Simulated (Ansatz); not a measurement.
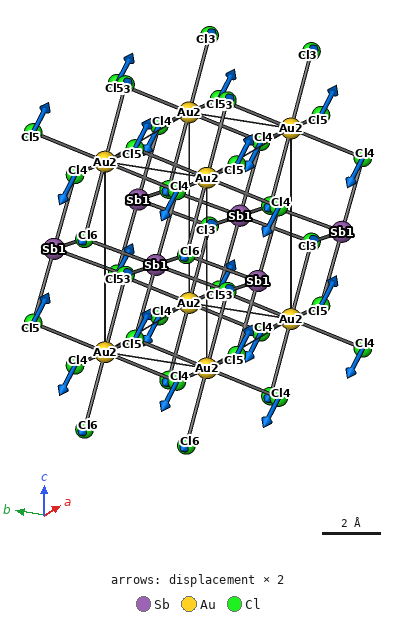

This is a relaxation of crystalline SbAuCl₄ (built on the CaPbI4-10 type type). The starting structure is drawn; blue arrows show the displacements (the part carried along by the change of the cell is left out), magnified 2 times.

A ball-and-stick model of the cell of the calculation, seen from a free direction.

Computed with DFT, PBEsol, plane waves, PAW (Ansatz).

Input
```yaml
crystal:
  lattice:
    - [6.32648448, 0.0, 0.0]
    - [0.0, 3.9542251, 0.0]
    - [-0.02534742, 0.0, 6.90518682]
  atoms:
    - { symbol: Sb, position: [0.0, 0.5, 0.5] }
    - { symbol: Au, position: [0.0, 0.0, 0.0] }
    - { symbol: Cl, position: [0.24347986, 0.0, 0.34162854] }
    - { symbol: Cl, position: [0.24946223, 0.5, 0.82432702] }
    - { symbol: Cl, position: [0.75053777, 0.5, 0.17567298] }
    - { symbol: Cl, position: [0.75652014, 0.0, 0.65837146] }
kpoints:
  mp_grid: { grid: [4, 6, 4] }
hamiltonian:
  xc: pbesol
scf:
  occupations: { method: fermi_dirac, width: 0.03 }
relax:
  f_tol: 0.01
  cell: {}
  max_steps: 120
output:
  write_density: true
  write_potential: true
  elf: true
  volumetric_format: npy
```

Run as
```bash
ansatz run input.yaml --threads 2 --pin off --max-ram 2211MiB --backend cpu --events-out ev --progress --plain --runs-dir out
```

Which element moves most?

Chlorine: up to 0.71 Å, against 0.00 Å for antimony.

Describe the change and its energy.

After 18 accepted moves (20 points after the start) the energy has fallen by 64.2 meV per atom. The largest force component goes from 0.76 to 0.00071 eV/Å. Pressure: −2.89 GPa at the start and 0.00 GPa at the end. The SCF was repeated twice at an unchanged geometry on a basis and grid sized afresh for the cell, which shifted the energy by 0.7 meV per atom at most. The largest moves relative to the cell, 0.71 Å, are those of Cl4 and Cl5. Cl4 goes along [−2 0 −1]. Sb and Au stay in place. Cell: a 6.326 → 6.389 Å (+1.0 %), b 3.954 → 3.876 Å (−2.0 %), c 6.905 → 7.673 Å (+11.1 %), β 90.2° → 73.6°. Volume +5.5 %. Near-neighbour distances that change, for instance: Au2–Cl3 2.813 → 3.568 Å, Au2–Cl4 2.808 → 2.568 Å, Sb1–Cl3 2.737 → 2.673 Å. Bond angles that change, for instance: Sb1–Cl4–Au2 91.7° → 110.4°, Au2–Cl4–Au2 89.5° → 98.0°, Cl4–Au2–Cl4 89.5° → 98.0°. The space group stays P2/m (No. 10). Cost: 2.5 min on 2 threads of Arm Neoverse V2 (shared host), peak memory 0.58 GiB.

Limits of the set-up: layers or molecules are held without a dispersion correction, so their spacing is unreliable.
